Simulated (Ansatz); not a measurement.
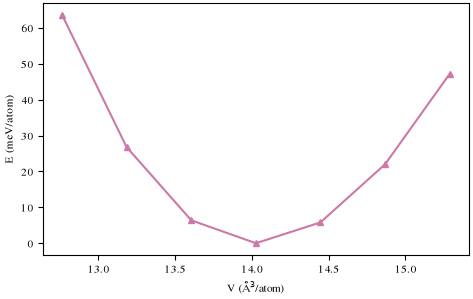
Figure: AlV in space group Cmmm (No. 65; Al on 2a, V on 2c) under volume change, plane-wave PAW r²SCAN (Ansatz code), shape and atoms relaxed at each volume.

Q: What does a third-order Birch–Murnaghan fit give for V₀, B₀ and B′?

A: V₀ = 14.03 Å³/atom, B₀ = 154 GPa, B′ = 4.0.

The first step of the workflow began from a Materials Project structure, measured or hypothetical; the Crystallography Open Database copy checked does not list it. With Al and V taken as one species the cell has the higher symmetry I4/mmm, so it may be an ordered model of a mixed-site phase. Its standing as an ambient phase is unchecked. The r²SCAN relaxation kept the symmetry of its start; whether a distortion lowers the energy is not shown. No spin polarisation was allowed.

Potentials: the later of the program's two PAW sets.
